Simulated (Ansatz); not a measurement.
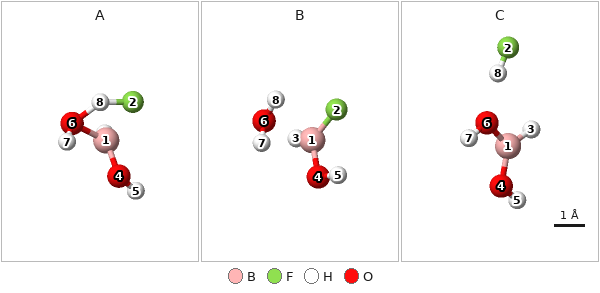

3 geometries from a converged minimum-energy path of BH4O2F, shuffled. A ball-and-stick model, seen from a free direction.

Theory: Ansatz, RKS PBE0-D4/cc-pVDZ. Settings: 5 movable images; climbing image; force threshold 0.03 eV/Å; iteration limit 60; starting path through a guess of the saddle point.

> Which frame is the transition state?

A. In order along the path, whose images run from 0 to 6: B (image 0, 0.0 kJ/mol), A (image 2, +72.4 kJ/mol), C (image 6, +5.7 kJ/mol). Breaking: B1–F2 (1.37 → 1.71 at the top → 3.40 Å), O6–H8 (0.97 → 1.21 at the top → 1.70 Å). Forming: B1–O6 (2.04 → 1.52 at the top → 1.37 Å), F2–H8 (2.37 → 1.16 at the top → 0.94 Å).

The run took 5.7 min on 1 thread of Intel(R) Xeon(R) Platinum 8175M CPU @ 2.50GHz (Skylake/Cascade Lake) (shared host), peak memory 0.16 GiB.
